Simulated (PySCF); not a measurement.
Te(OMe)(SiMe3), SMILES CO[Te][Si](C)(C)C at its GFN2-xTB optimised geometry (Å):

```
19

Te    -1.9631    -0.6800     0.0000
O     -1.9958     1.3473     0.0000
C     -2.2003     2.0060     1.2077
H     -1.4321     1.7655     1.9492
H     -2.1520     3.0752     0.9889
H     -3.1811     1.7846     1.6384
Si     0.5757    -0.6800     0.0000
C      1.2593     0.0934     1.6129
C      1.2084     0.3201    -1.4979
C      1.1191    -2.5046    -0.1113
H      2.3421     0.0194     1.6589
H      1.0006     1.1470     1.6698
H      0.8565    -0.3958     2.4962
H      0.6979     1.2777    -1.5414
H      1.0093    -0.1989    -2.4313
H      2.2761     0.5108    -1.4416
H      0.7223    -2.9816    -1.0015
H      0.7808    -3.0752     0.7475
H      2.2003    -2.5773    -0.1509
```

Computed with PBE0/def2-SVP, def2 effective core potentials past Kr in PySCF. The core electrons that the potentials of Te replace are not part of the density. Cells within 0.4 Å of a nucleus heavier than hydrogen are left out (blank, or x).

Map of the Laplacian of the electron density (e/bohr⁵) on the plane z = 1.2 Å:

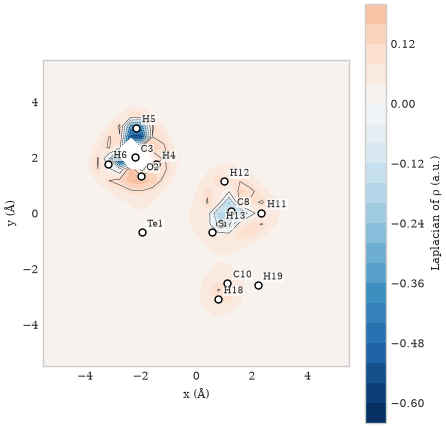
*Laplacian of the electron density (e/bohr⁵) on the plane z = 1.2 Å.*
